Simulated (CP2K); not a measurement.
# InSiH3ClO (SMILES [SiH3][O][In][Cl]) at GFN1-xTB

Aim: the vertical doublet–quartet gap of InSiH3ClO at GFN1-xTB, from 2 runs. 

The calculation is run with CP2K 2026.2.

5 further runs of the same task are left out: 3 that didn't finish, 2 set aside as unsound or not needed.

## Step 1: Starting point

InSiH3ClO: 7 atoms, total charge 0, spin state doublet. SMILES: `[SiH3][O][In][Cl]`. The shape is that of a PBE0-D4/def2-TZVP optimisation. This is one conformer, not always the lowest.

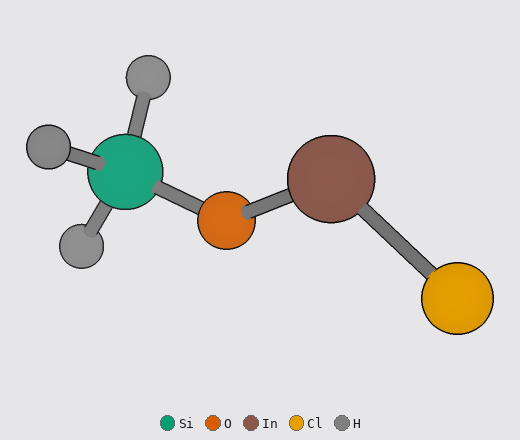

Viewed from a chosen angle; silicon teal, oxygen orange, indium brown, chlorine amber, hydrogen grey.

## Step 2: A single-point energy at GFN1-xTB

The input, run.inp:

```
&GLOBAL
  PROJECT_NAME run
  RUN_TYPE ENERGY
  PRINT_LEVEL MEDIUM
&END GLOBAL

&FORCE_EVAL
  METHOD QS
  &DFT
    CHARGE 0
    MULTIPLICITY 2
    UKS T
    &QS
      METHOD XTB
      EPS_DEFAULT 1.0E-10
      &XTB
        GFN_TYPE 1
        CHECK_ATOMIC_CHARGES F
      &END XTB
    &END QS
    &POISSON
      PERIODIC NONE
      POISSON_SOLVER ANALYTIC
    &END POISSON
    &SCF
      SCF_GUESS ATOMIC
      EPS_SCF 1.0E-07
      MAX_SCF 40
      &OT ON
        MINIMIZER DIIS
        PRECONDITIONER FULL_SINGLE_INVERSE
      &END OT
      &OUTER_SCF
        EPS_SCF 1.0E-07
        MAX_SCF 5
      &END OUTER_SCF
    &END SCF
    &PRINT
      &MOMENTS
        PERIODIC F
        REFERENCE COM
        MAX_MOMENT 1
      &END MOMENTS
      &MO_CUBES
        NLUMO 5
        NHOMO -1
        WRITE_CUBE F
      &END MO_CUBES
      &HIRSHFELD OFF
      &END HIRSHFELD
    &END PRINT
  &END DFT
  &SUBSYS
    &CELL
      ABC [angstrom] 14.2 17.9 15
      PERIODIC NONE
    &END CELL
    &COORD
      SCALED T
      Si   0.52263732   0.61767877   0.51701000
      O    0.53581338   0.52906425   0.49392333
      In   0.49065141   0.45746089   0.40158333
      Cl   0.54475704   0.33400279   0.41687667
      H    0.55641197   0.66599721   0.44260333
      H    0.57806690   0.63517598   0.59841667
      H    0.42193310   0.63675698   0.53361667
    &END COORD
  &END SUBSYS
&END FORCE_EVAL
```

Run with:

```console
$ OMP_NUM_THREADS=1 cp2k.psmp run.inp > run.out
```

Log:

```text
CP2K| version string:                                       CP2K version 2026.2
[...]
 GLOBAL| Method name                                                        CP2K
[...]
 GLOBAL| Run type                                                         ENERGY
[...]
                             - Atoms:                                          7
[...]
                             - Spherical basis functions:                     37
[...]
 Number of electrons:                                                         12
[...]
     1 OT DIIS     0.80E-01    0.0     0.05992189       -13.8848489393 -1.39E+01
[...]
    27 OT DIIS     0.80E-01    0.0     0.00000007       -14.0625699011 -1.53E-12
  *** SCF run converged in    27 steps ***
[...]
 TB_DIPOLE| Moment [Debye]         -1.61097127      -0.55323300      -2.46121491
 TB_DIPOLE| Derivative [a.u.]       0.00000000       0.00000000       0.00000000
[...]
 ENERGY| Total FORCE_EVAL ( QS ) energy [hartree]            -14.062569901062536
[...]
```

It took 0.85 s on 1 thread of Arm Neoverse V1, shared host.

## Step 3: The quartet

The input, job.inp:

```
&global
 project_name job
 run_type ENERGY
 print_level MEDIUM
&end

&force_eval
 method QS
 &dft
  charge 0
  multiplicity 4
  unrestricted_kohn_sham T
  &qs
   method XTB
   eps_default 1.0E-10
   &xtb
    gfn_type 1
    check_atomic_charges F
   &end
  &end
  ! isolated system
  &poisson
   periodic NONE
   poisson_solver ANALYTIC
  &end
  &scf
   scf_guess ATOMIC
   eps_scf 1.0E-07
   max_scf 40
   &ot ON
    minimizer CG
    preconditioner FULL_SINGLE_INVERSE
    linesearch 3PNT
   &end
   &outer_scf
    eps_scf 1.0E-07
    max_scf 10
   &end
  &end
  &print
   &moments
    periodic F
    reference COM
    max_moment 1
   &end
   &mo_cubes
    nlumo 5
    nhomo -1
    write_cube F
   &end
   &hirshfeld OFF
   &end
  &end
 &end
 ! structure
 &subsys
  &cell
   abc [angstrom] 14.2 17.9 15
   periodic NONE
  &end
  &coord
   SCALED T
   Si   0.52263732   0.61767877   0.51701000
   O    0.53581338   0.52906425   0.49392333
   In   0.49065141   0.45746089   0.40158333
   Cl   0.54475704   0.33400279   0.41687667
   H    0.55641197   0.66599721   0.44260333
   H    0.57806690   0.63517598   0.59841667
   H    0.42193310   0.63675698   0.53361667
  &end
 &end
&end
```

Run with:

```console
$ OMP_NUM_THREADS=1 cp2k.psmp -i job.inp -o job.out
```

Log:

```text
CP2K| version string:                                       CP2K version 2026.2
[...]
 GLOBAL| Method name                                                        CP2K
[...]
 GLOBAL| Run type                                                         ENERGY
[...]
                             - Atoms:                                          7
[...]
                             - Spherical basis functions:                     37
[...]
 Number of electrons:                                                         13
[...]
     1 OT CG       0.64E-01    0.0     0.05071706       -13.5816710823 -1.36E+01
[...]
    37 OT CG       0.18E+00    0.0     0.00000010       -13.7683961403 -1.08E-12
  *** SCF run converged in    37 steps ***
[...]
 TB_DIPOLE| Moment [Debye]         -2.17926444       1.69929656      -1.16713344
 TB_DIPOLE| Derivative [a.u.]       0.00000000       0.00000000       0.00000000
[...]
 ENERGY| Total FORCE_EVAL ( QS ) energy [hartree]            -13.768396140307175
[...]
```

It took 3.3 s on 1 thread of Arm Neoverse V1, shared host.

## Step 4: Outcome

At GFN1-xTB:

| quantity | value |
| --- | --- |
| doublet: total energy | -14.06257 Eh |
| doublet: dipole moment (from atomic charges alone) | 2.99 D |
| doublet: HOMO energy (highest over α and β) | -10.58 eV |
| doublet: dispersion energy | -5.87 kJ/mol |
| quartet: total energy | -13.76840 Eh |
| quartet: dipole moment (from atomic charges alone) | 3.00 D |
| quartet: HOMO energy (highest over α and β) | -3.87 eV |
| quartet: dispersion energy | -5.87 kJ/mol |
| vertical energy of the quartet above the doublet | 8.005 eV |

**Reading.** The method runs without spin polarisation, so open shells lack the exchange term that lowers high spin: such gaps come out too high and can have the wrong sign. At this shape the quartet lies 8.00 eV (185 kcal/mol) above the doublet. The dipole (doublet) comes from point charges on the atoms alone, without atomic dipoles, so it is partial. The dipole (quartet) comes from point charges on the atoms alone, without atomic dipoles, so it is partial.
